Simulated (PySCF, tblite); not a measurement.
# C₃H₁₅N₂PSi₂: geometry, infrared bands and NMR shifts

Aim: predict the infrared bands and NMR shifts of C₃H₁₅N₂PSi₂ (`CN(C)[SiH2]N(C)[SiH2]P`).

The runs use tblite 0.8.0 and PySCF 2.14.0, with density-fitted response routines of our own; the level of theory stands in each step. All values are computed, except where a source is named. Atoms are numbered from 0 throughout.

**1. The molecule as given**

23 atoms, charge 0, multiplicity 1; geometry from: force field or distance geometry start.

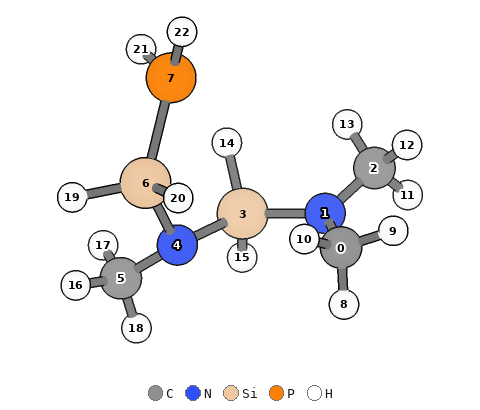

The starting geometry (carbon grey, nitrogen blue, silicon light orange, phosphorus orange, hydrogen white), atoms numbered; sticks join atoms by distance.

**2. Relaxing the molecule with GFN2-xTB**

What the job is given:

```
{"job": {"kind": "relax", "xc": "GFN2-xTB", "basis": "xTB"}, "charge": 0, "multiplicity": 1}
C      1.991100    -0.510300     1.196100
N      1.756000     0.180200    -0.021100
C      2.551400     1.309800    -0.308100
Si     0.344700    -0.134400    -0.962600
N     -0.914000    -1.126200    -0.190500
C     -1.679000    -1.942200    -1.099000
Si    -2.010900    -0.211000     0.862600
P     -1.952600     1.932500     0.601700
H      2.342900    -1.557700     1.024400
H      2.821300     0.009300     1.727400
H      1.118600    -0.597700     1.883300
H      3.430900     1.022800    -0.917400
H      2.901700     1.814600     0.608300
H      1.932400     2.058900    -0.874000
H     -0.207200     1.174200    -1.385700
H      0.764600    -0.845200    -2.175400
H     -2.604000    -2.345100    -0.623700
H     -2.011700    -1.318700    -1.951900
H     -1.066600    -2.766800    -1.532800
H     -3.336700    -0.833000     0.759800
H     -1.574100    -0.476900     2.260500
H     -2.429900     2.450800    -0.640800
H     -2.173800     2.739200     1.769100
```

Launch:

```console
OMP_NUM_THREADS=1 python probes_run.py task.json out
```

This one command runs all jobs of the session in turn.

Output:

```text
step      E/eV     max force
  0    -704.57765    1.915
  1    -704.84054    1.589
  2    -705.06748    1.777
  3    -705.34350    1.807
  4    -705.59371    1.653
  5    -705.70548    1.201
  6    -705.79936    0.546
  7    -705.83017    0.449
  8    -705.87646    0.507
  9    -705.91485    0.592
 10    -705.96275    0.623
 11    -706.00065    0.601
 12    -706.03557    0.519
 13    -706.06535    0.514
 14    -706.08624    0.341
 15    -706.10249    0.325
 16    -706.11507    0.331
 17    -706.12697    0.311
 18    -706.13810    0.276
 19    -706.14814    0.221
 20    -706.15679    0.223
 21    -706.16467    0.260
 22    -706.17183    0.214
 23    -706.17807    0.152
 24    -706.18376    0.209
 25    -706.19023    0.260
 26    -706.19759    0.226
 27    -706.20405    0.204
 28    -706.20910    0.152
 29    -706.21341    0.150
 30    -706.21727    0.133
 31    -706.22093    0.120
 32    -706.22431    0.110
 33    -706.22744    0.116
 34    -706.23072    0.138
 35    -706.23428    0.135
 36    -706.23781    0.118
 37    -706.24111    0.099
 38    -706.24395    0.105
 39    -706.24653    0.110
 40    -706.24939    0.124
 41    -706.25245    0.108
 42    -706.25568    0.114
 43    -706.25922    0.142
 44    -706.26312    0.137
 45    -706.26566    0.168
 46    -706.27007    0.147
 47    -706.27339    0.124
 48    -706.27798    0.128
 49    -706.28102    0.140
 50    -706.28532    0.163
 51    -706.28902    0.176
 52    -706.29361    0.174
 53    -706.29869    0.174
 54    -706.30314    0.153
 55    -706.30474    0.277
 56    -706.30897    0.109
 57    -706.31068    0.086
 58    -706.31406    0.110
 59    -706.31615    0.120
 60    -706.31898    0.128
 61    -706.32163    0.119
 62    -706.32423    0.111
 63    -706.32673    0.122
 64    -706.32776    0.159
 65    -706.32984    0.076
 66    -706.33060    0.053
 67    -706.33147    0.052
 68    -706.33177    0.046
 69    -706.33232    0.057
 70    -706.33268    0.063
 71    -706.33322    0.055
 72    -706.33372    0.047
 73    -706.33419    0.041
 74    -706.33466    0.050
 75    -706.33523    0.064
 76    -706.33591    0.063
 77    -706.33669    0.067
 78    -706.33753    0.070
 79    -706.33842    0.059
 80    -706.33938    0.060
 81    -706.34028    0.063
 82    -706.34101    0.062
 83    -706.34172    0.051
 84    -706.34254    0.064
 85    -706.34344    0.070
 86    -706.34434    0.062
 87    -706.34511    0.053
 88    -706.34584    0.067
 89    -706.34669    0.064
 90    -706.34775    0.071
 91    -706.34903    0.069
 92    -706.35045    0.067
 93    -706.35182    0.064
 94    -706.35292    0.050
 95    -706.35363    0.043
 96    -706.35407    0.043
 97    -706.35451    0.046
 98    -706.35513    0.062
 99    -706.35595    0.065
100    -706.35686    0.058
101    -706.35767    0.062
102    -706.35838    0.059
103    -706.35905    0.052
104    -706.35968    0.060
105    -706.36027    0.045
106    -706.36083    0.048
107    -706.36122    0.055
108    -706.36195    0.061
109    -706.36264    0.060
110    -706.36321    0.046
111    -706.36362    0.051
112    -706.36399    0.048
113    -706.36457    0.070
114    -706.36552    0.105
115    -706.36687    0.105
116    -706.36837    0.074
117    -706.36969    0.083
118    -706.37053    0.091
119    -706.37156    0.077
120    -706.37273    0.058
121    -706.37416    0.060
122    -706.37506    0.063
123    -706.37569    0.056
124    -706.37643    0.057
125    -706.37763    0.076
126    -706.37933    0.090
127    -706.38117    0.083
128    -706.38246    0.081
129    -706.38324    0.078
130    -706.38418    0.072
131    -706.38520    0.069
132    -706.38657    0.069
133    -706.38744    0.081
134    -706.38858    0.075
135    -706.38969    0.067
136    -706.39108    0.073
137    -706.39256    0.079
138    -706.39400    0.087
139    -706.39534    0.114
140    -706.39672    0.088
141    -706.39800    0.047
142    -706.39841    0.038
143    -706.39880    0.031
144    -706.39907    0.035
145    -706.39943    0.038
146    -706.39992    0.038
147    -706.40049    0.041
148    -706.40103    0.039
149    -706.40152    0.042
150    -706.40200    0.042
151    -706.40250    0.044
152    -706.40308    0.057
153    -706.40381    0.069
154    -706.40467    0.062
155    -706.40546    0.057
156    -706.40622    0.072
157    -706.40693    0.060
158    -706.40833    0.063
159    -706.40927    0.062
160    -706.41050    0.061
161    -706.41138    0.067
162    -706.41227    0.064
163    -706.41304    0.054
164    -706.41371    0.048
165    -706.41425    0.064
166    -706.41471    0.053
167    -706.41516    0.046
168    -706.41562    0.031
169    -706.41609    0.035
170    -706.41657    0.045
171    -706.41708    0.054
172    -706.41768    0.057
173    -706.41830    0.053
174    -706.41886    0.042
175    -706.41931    0.046
176    -706.41956    0.040
177    -706.41969    0.025
178    -706.41981    0.028
179    -706.41995    0.024
180    -706.42014    0.031
181    -706.42036    0.032
182    -706.42057    0.033
183    -706.42079    0.035
184    -706.42106    0.039
185    -706.42142    0.053
186    -706.42193    0.063
187    -706.42258    0.059
188    -706.42323    0.049
189    -706.42388    0.060
190    -706.42465    0.064
191    -706.42556    0.060
192    -706.42647    0.059
193    -706.42732    0.057
194    -706.42804    0.051
195    -706.42856    0.062
196    -706.42909    0.060
197    -706.42958    0.052
198    -706.43025    0.057
199    -706.43083    0.065
200    -706.43149    0.054
201    -706.43205    0.050
202    -706.43258    0.051
203    -706.43302    0.046
204    -706.43334    0.034
205    -706.43362    0.029
206    -706.43389    0.029
207    -706.43410    0.026
208    -706.43426    0.027
209    -706.43440    0.027
210    -706.43452    0.022
211    -706.43461    0.018
212    -706.43468    0.015
213    -706.43474    0.015
214    -706.43480    0.012
215    -706.43484    0.013
216    -706.43487    0.014
217    -706.43490    0.010
218    -706.43493    0.010
219    -706.43495    0.009
```

Wall time 4.3 s (1 thread of Arm Neoverse N1, shared host); peak memory 0.18 GiB.

Along the way: (not every step is listed)

| step | energy from step 0 (eV) | largest force (eV/Å) |
| --- | --- | --- |
| 0 | 0.0000 | 1.9152 |
| 1 | -0.2629 | 1.5895 |
| 2 | -0.4898 | 1.7774 |
| 3 | -0.7659 | 1.8067 |
| 4 | -1.0161 | 1.6533 |
| 5 | -1.1278 | 1.2014 |
| 6 | -1.2217 | 0.5457 |
| 7 | -1.2525 | 0.4489 |
| 8 | -1.2988 | 0.5074 |
| 28 | -1.6315 | 0.1518 |
| 48 | -1.7003 | 0.1279 |
| 68 | -1.7541 | 0.0460 |
| 88 | -1.7682 | 0.0666 |
| 108 | -1.7843 | 0.0614 |
| 128 | -1.8048 | 0.0807 |
| 148 | -1.8234 | 0.0386 |
| 168 | -1.8380 | 0.0309 |
| 188 | -1.8456 | 0.0487 |
| 208 | -1.8566 | 0.0272 |
| 214 | -1.8572 | 0.0120 |
| 215 | -1.8572 | 0.0134 |
| 216 | -1.8572 | 0.0139 |
| 217 | -1.8573 | 0.0105 |
| 218 | -1.8573 | 0.0102 |
| 219 | -1.8573 | 0.0093 |

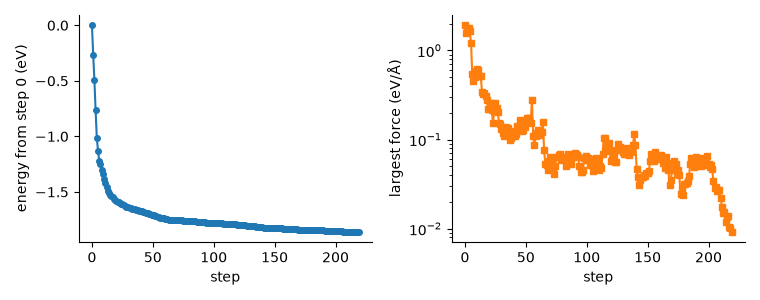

Energy and force, step by step.

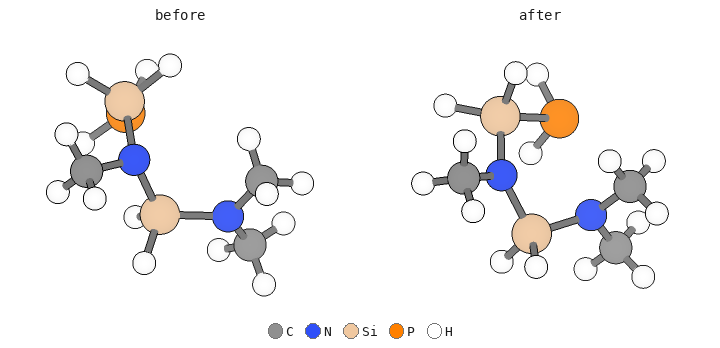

Before and after, at one scale.

Close pairs (by a distance rule), those that changed most:

| bond | before (Å) | after (Å) | change (Å) |
| --- | --- | --- | --- |
| Si6–P7 | 2.160 | 2.229 | +0.068 |
| P7–H22 | 1.436 | 1.390 | -0.046 |
| P7–H21 | 1.428 | 1.384 | -0.044 |
| Si3–N4 | 1.779 | 1.736 | -0.043 |
| N4–Si6 | 1.775 | 1.734 | -0.041 |
| C2–H13 | 1.125 | 1.086 | -0.038 |
| N1–C2 | 1.411 | 1.440 | +0.029 |
| C5–H18 | 1.115 | 1.087 | -0.028 |

The next job starts from the end point, and lists it.

**3. Vibrational analysis with GFN2-xTB**

What the job is given:

```
{"job": {"kind": "ir", "xc": "GFN2-xTB", "basis": "xTB"}, "charge": 0, "multiplicity": 1}
C      1.730850    -0.277229     1.146578
N      1.295143     0.462439    -0.015270
C      2.208927     1.524900    -0.346355
Si     0.388893    -0.331525    -1.244064
N     -1.041757    -0.932631    -0.465838
C     -1.710725    -2.071903    -1.050475
Si    -1.970435    -0.074576     0.720831
P     -0.825882     1.673139     1.496764
H      2.706004    -0.752516     0.981494
H      1.816305     0.399216     2.001564
H      0.997371    -1.043961     1.383692
H      3.218844     1.144160    -0.544826
H      2.265422     2.232743     0.485156
H      1.860278     2.050254    -1.231107
H      0.110262     0.684108    -2.266448
H      1.031638    -1.510807    -1.844093
H     -2.181480    -2.668351    -0.269511
H     -2.488215    -1.760578    -1.752976
H     -0.998642    -2.693859    -1.587552
H     -3.279598     0.285017     0.141302
H     -2.215131    -0.999881     1.841954
H     -0.967223     2.446250     0.357432
H     -1.955603     2.242576     2.071827
```

Output:

```text
mode    cm-1     km/mol
  1      48.3      1.30
  2      53.9      0.77
  3      66.8      0.43
  4     110.6      4.82
  5     113.9      0.68
  6     131.8      0.27
  7     166.1      6.74
  8     198.6      3.66
  9     210.3      2.71
 10     221.0      0.88
 11     250.4      2.94
 12     269.9      4.32
 13     294.0      5.48
 14     321.1      6.50
 15     392.4      1.92
 16     442.1     45.02
 17     491.9     14.79
 18     527.6    131.43
 19     577.5      6.34
 20     592.0     61.93
 21     615.7      8.05
 22     673.2    230.01
 23     693.2     35.43
 24     715.0     60.90
 25     739.4     20.12
 26     793.1    505.74
 27     795.3    379.13
 28     808.6     55.19
 29     945.5    234.77
 30    1035.1     91.67
 31    1056.0      0.59
 32    1089.0      0.64
 33    1103.1      8.29
 34    1129.5      8.56
 35    1152.9     25.36
 36    1159.8    119.79
 37    1185.6    103.90
 38    1205.1     43.66
 39    1302.5     60.14
 40    1411.4      0.84
 41    1424.8      0.31
 42    1429.6      0.68
 43    1476.0      0.88
 44    1488.6      3.84
 45    1493.0      5.91
 46    1496.6      3.49
 47    1504.7      5.22
 48    1509.5      1.90
 49    2119.1    320.80
 50    2152.0    175.62
 51    2179.7    442.04
 52    2225.9    221.23
 53    2274.7    167.44
 54    2360.4    209.22
 55    2887.1     49.73
 56    2889.1    128.39
 57    2929.8     62.02
 58    2948.9      8.60
 59    2952.1     57.53
 60    2987.4     42.22
 61    3014.4     45.16
 62    3029.1     24.25
 63    3038.3     32.85
```

Wall time 2.3 s (1 thread of Arm Neoverse N1, shared host); peak memory 0.18 GiB.

Which atoms move in the most intense modes:

| cm⁻¹ | km/mol | atoms |
| --- | --- | --- |
| 673 | 230.0 | H19 25 %, H21 24 %, H20 16 %, Si6 14 % |
| 793 | 505.7 | H14 30 %, H15 19 %, Si3 15 %, H20 14 % |
| 795 | 379.1 | H15 41 %, H14 30 %, H20 11 %, H19 10 % |
| 946 | 234.8 | N4 48 %, H18 15 %, H16 11 % |
| 2119 | 320.8 | H19 85 %, H20 11 % |
| 2180 | 442.0 | H15 77 %, H14 18 % |
| 2226 | 221.2 | H14 78 %, H15 19 % |
| 2360 | 209.2 | H21 72 %, H22 24 % |

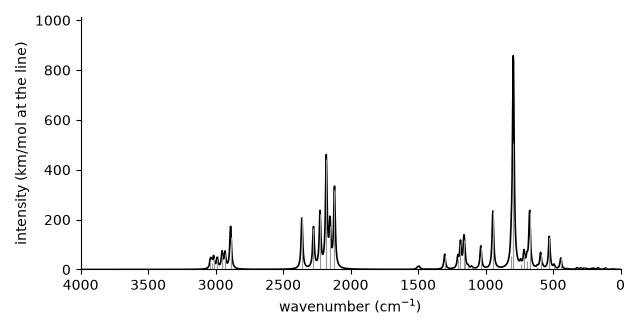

The infrared spectrum from these modes, unscaled. Lines are broadened to a width of 14 cm⁻¹ (Lorentzian).

**4. Nuclear shieldings: PBE0/pcSseg-1**

Settings changed since step 3:

```diff
@@ -1,2 +1,2 @@
-{"job": {"kind": "ir", "xc": "GFN2-xTB", "basis": "xTB"}, "charge": 0, "multiplicity": 1}
+{"job": {"kind": "nmr", "xc": "PBE0", "basis": "pcSseg-1"}, "charge": 0, "multiplicity": 1}
 C      1.730850    -0.277229     1.146578
```

Method: GIAO PBE0/pcSseg-1 NMR shielding, non-relativistic, gas phase.

Output:

```text
coarse grid: 19560 points
cycle   1  E = -1152.4147155368  dE =  6.681e-01  |g| = 4.883e-01  |ddm| = 4.198e+00
cycle   2  E = -1152.3633374376  dE =  5.138e-02  |g| = 6.852e-01  |ddm| = 1.258e+00
cycle   3  E = -1152.4699033912  dE = -1.066e-01  |g| = 7.997e-02  |ddm| = 8.120e-01
cycle   4  E = -1152.4710942183  dE = -1.191e-03  |g| = 2.888e-02  |ddm| = 9.509e-02
cycle   5  E = -1152.4712848332  dE = -1.906e-04  |g| = 5.550e-03  |ddm| = 3.075e-02
cycle   6  E = -1152.4712911642  dE = -6.331e-06  |g| = 1.569e-03  |ddm| = 6.412e-03
final grid: 171968 points
cycle   7  E = -1152.5130584141  dE = -3.579e-05  |g| = 1.009e-02  |ddm| = 3.276e-02
cycle   8  E = -1152.5130409451  dE =  1.747e-05  |g| = 1.327e-02  |ddm| = 2.291e-02
cycle   9  E = -1152.5130830783  dE = -4.213e-05  |g| = 1.645e-03  |ddm| = 1.385e-02
cycle  10  E = -1152.5130836313  dE = -5.530e-07  |g| = 2.102e-04  |ddm| = 1.478e-03
cycle  11  E = -1152.5130836400  dE = -8.705e-09  |g| = 4.682e-05  |ddm| = 2.181e-04
cycle  12  E = -1152.5130836405  dE = -4.773e-10  |g| = 1.456e-05  |ddm| = 7.933e-05
converged SCF energy = -1152.5130836405

GIAO shielding tensors (ppm)
atom      isotropic    diamagn.    paramagn.     s11        s22        s33       span
  0 C      146.998     247.615    -100.617    123.236    138.230    179.529     56.293
  1 N      235.286     329.401     -94.115    214.778    241.444    249.635     34.857
  2 C      148.491     243.774     -95.283    126.060    132.784    186.629     60.568
  3 Si     365.509     884.800    -519.291    331.248    347.645    417.634     86.386
  4 N      254.747     332.226     -77.479    238.359    251.458    274.425     36.065
  5 C      152.504     240.530     -88.026    128.407    140.217    188.888     60.482
  6 Si     378.240     882.465    -504.226    329.038    352.741    452.940    123.902
  7 P      614.155     969.493    -355.338    548.872    590.094    703.498    154.625
  8 H       29.519      30.248      -0.730     24.898     26.650     37.008     12.110
  9 H       29.177      31.530      -2.353     24.632     28.665     34.234      9.602
 10 H       29.012      32.780      -3.767     24.318     29.273     33.446      9.128
 11 H       29.429      28.425       1.004     24.426     26.633     37.227     12.801
 12 H       29.312      29.858      -0.546     24.170     28.273     35.493     11.323
 13 H       29.161      30.583      -1.422     24.730     26.962     35.790     11.060
 14 H       26.931      33.180      -6.249     23.853     25.125     31.814      7.961
 15 H       26.884      32.463      -5.578     23.055     25.435     32.164      9.109
 16 H       28.984      28.156       0.828     24.132     26.578     36.242     12.110
 17 H       29.043      27.536       1.507     23.666     26.448     37.015     13.349
 18 H       28.885      28.928      -0.043     23.889     27.118     35.649     11.760
 19 H       26.339      30.348      -4.009     22.193     24.819     32.004      9.812
 20 H       26.784      30.800      -4.016     23.619     24.528     32.206      8.587
 21 H       30.488      32.848      -2.360     25.468     29.194     36.801     11.333
 22 H       30.874      30.360       0.514     25.110     26.365     41.147     16.037
```

Wall time 91 s (1 thread of Arm Neoverse N1, shared host); peak memory 1.1 GiB.

The references, computed at this level on geometries of the same kind, shield at (ppm): 1H TMS 31.72, 13C TMS 186.9, 29Si TMS 349.2, 15N NH3 267.7, 31P H3PO4 318.4. Their shielding less the atom's gives the shift. The references are single molecules in the gas phase, so shifts against H2O, NH3, PH3, H3PO4 or CFCl3 are not on the usual liquid scales and can be off by tens of ppm. Atoms listed in one row are averaged.

| atoms | environment | σ (ppm) | δ (ppm) | δ scaled to CDCl3 |
| --- | --- | --- | --- | --- |
| C0, C2 | methyl carbon bonded to N | 147.7 | 39.2 | 36.3 |
| C5 | methyl carbon bonded to N | 152.5 | 34.4 | 31.7 |
| H19, H20 | hydrogen on a silicon bonded to N, P | 26.56 | 5.16 | – |
| H14, H15 | hydrogen on a silicon bonded to 2 N | 26.91 | 4.81 | – |
| H16, H17, H18 | hydrogen on a methyl carbon bonded to N | 28.97 | 2.75 | 2.69 |
| H8, H9, H10, H11, H12, H13 | hydrogen on a methyl carbon bonded to N | 29.27 | 2.45 | 2.41 |
| H21, H22 | hydrogen on a phosphorus bonded to Si | 30.68 | 1.04 | – |
| N1 | nitrogen bonded to 2 C, Si | 235.3 | 32.4 | – |
| N4 | nitrogen bonded to C, 2 Si | 254.7 | 13.0 | – |
| Si3 | silicon bonded to 2 N, 2 H | 365.5 | -16.4 | – |
| Si6 | silicon bonded to N, P, 2 H | 378.2 | -29.1 | – |
| P7 | phosphorus bonded to Si, 2 H | 614.2 | -295.8 | – |

The scaled column applies a straight-line fit of computed shieldings to shifts measured in CDCl3 (root-mean-square error 0.16 ppm for H, 1.9 ppm for C).

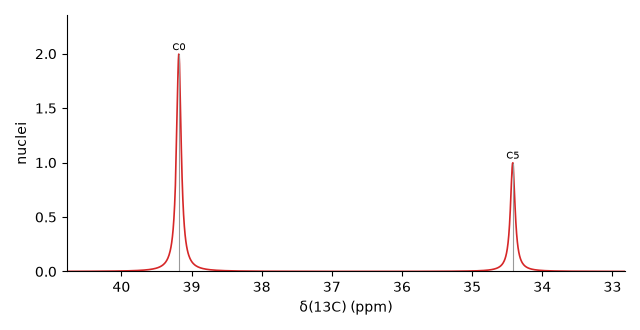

13C lines at the computed shifts, without couplings. Lines are broadened to a width of 0.08 ppm (Lorentzian).

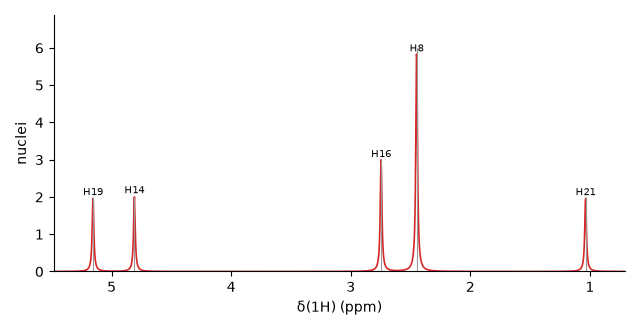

1H lines at the computed shifts, without couplings. Lines are broadened to a width of 0.02 ppm (Lorentzian).

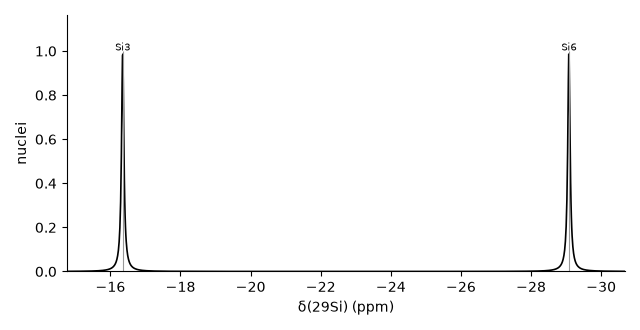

29Si lines at the computed shifts, without couplings. Lines are broadened to a width of 0.08 ppm (Lorentzian).

Charges from the same density, by scheme (e):

| atoms | Mulliken | IAO | Hirshfeld | ESP fit |
| --- | --- | --- | --- | --- |
| C0, C2 | -0.08 | -0.30 | -0.07 | -0.16 |
| N1 | -0.81 | -0.50 | -0.16 | -0.14 |
| Si3 | 0.90 | 0.99 | 0.39 | 0.54 |
| N4 | -0.94 | -0.78 | -0.26 | -0.31 |
| C5 | -0.06 | -0.30 | -0.07 | -0.34 |
| Si6 | 0.58 | 0.71 | 0.31 | 0.47 |
| P7 | -0.25 | -0.08 | 0.00 | -0.33 |

IAO charges:

C0 -0.30; N1 -0.50; C2 -0.30; Si3 0.99; N4 -0.78; C5 -0.30; Si6 0.71; P7 -0.08; H8 0.12; H9 0.14; H10 0.15; H11 0.12; H12 0.14; H13 0.14; H14 -0.16; H15 -0.17; H16 0.14; H17 0.13; H18 0.14; H19 -0.15; H20 -0.14; H21 -0.01; H22 -0.03

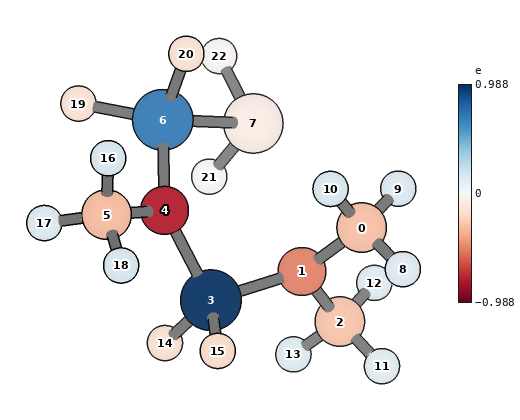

IAO charges, as colours on the atoms.

Mayer bond orders: C0–N1 0.94, N1–C2 0.96, N1–Si3 0.96, Si3–N4 0.91, N4–C5 0.95, N4–Si6 0.90, Si6–P7 1.01.

**5. Outcome**

| quantity | value |
| --- | --- |
| strongest single infrared mode (GFN2-xTB) | 793 cm⁻¹, 506 km/mol |
| zero-point energy (GFN2-xTB) | 109.9 kcal/mol |
| 13C shifts against TMS (PBE0/pcSseg-1, means over atoms taken as alike) | 39.2, 34.4 ppm |
| 1H shifts against TMS (PBE0/pcSseg-1, means over atoms taken as alike) | 5.16, 4.81, 2.75, 2.45, 1.04 ppm |
| 15N shifts against NH3 (PBE0/pcSseg-1) | 32.4, 13.0 ppm |
| 29Si shifts against TMS (PBE0/pcSseg-1) | -16.4, -29.1 ppm |
| 31P shifts against H3PO4 (PBE0/pcSseg-1) | -295.8 ppm |

What this shows: The optimisation took 219 steps and gained 1.857 eV; among the close pairs (by a distance rule), Si6–P7 changed most, from 2.160 to 2.229 Å. No mode is imaginary among the 63: a minimum at this level. Unscaled tight-binding wavenumbers are off by several per cent, some by more. Its intensities can rank the bands wrongly. At PBE0/pcSseg-1: The largest span, 155 ppm, is at P7, where the paramagnetic term is -355 ppm.
